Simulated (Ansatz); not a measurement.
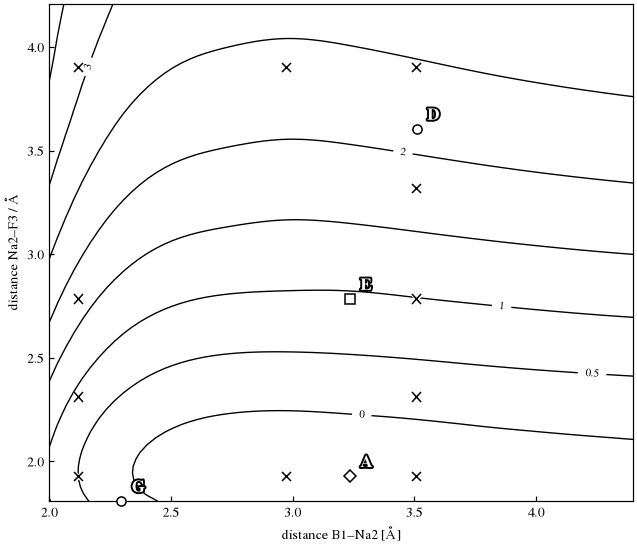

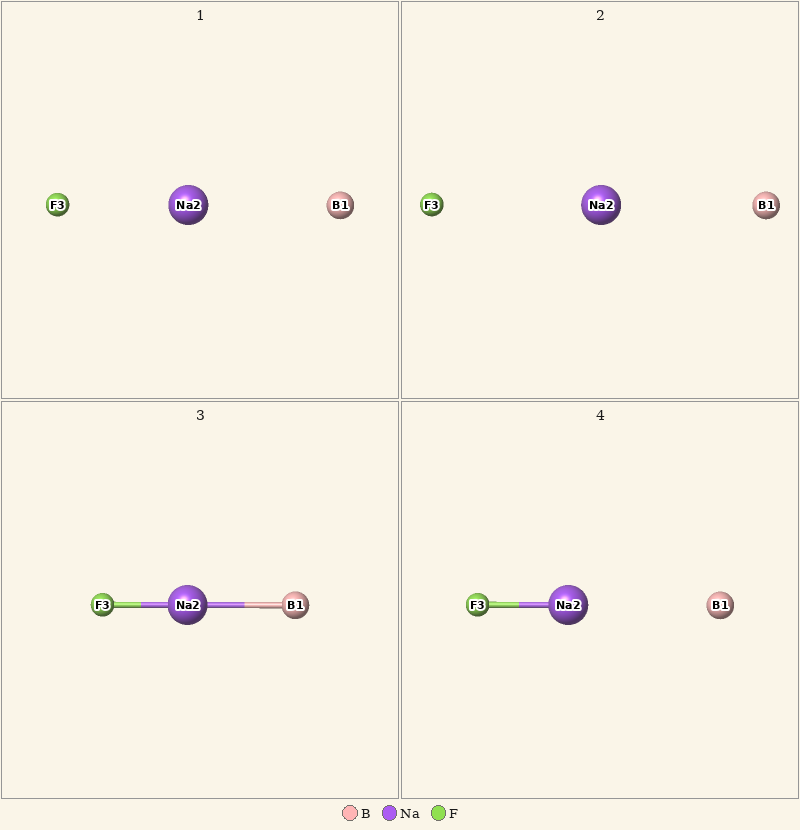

The system B + NaF, spin multiplicity 2. 
- The first coordinate is: distance B1–Na2; the second: distance Na2–F3.
- Nothing is relaxed (the angle B1–Na2–F3 is fixed at 180 degrees).
- Grid: 11 × 11 points. At 11 points there is no value.
- Points are written as (first, second).
- All energies are given in eV relative to B far from the relaxed NaF (each part in its own basis).
- Method: UKS CAM-B3LYP-D4/def2-SVPD (Ansatz 0.2.0).

The picture shows contour lines labelled in eV, crosses at grid points without a value, lettered points. Between grid points the surface is interpolated. The numbered pictures are the structures at these points, in random order.

Q: Which structure belongs to which point?

A: A is structure 4: (3.235 Å, 1.928 Å), −0.29 eV; D is structure 2: (3.510 Å, 3.604 Å), 2.15 eV; E is structure 1: (3.235 Å, 2.783 Å), 0.94 eV; G is structure 3: (2.296 Å, 1.808 Å), 0.20 eV.
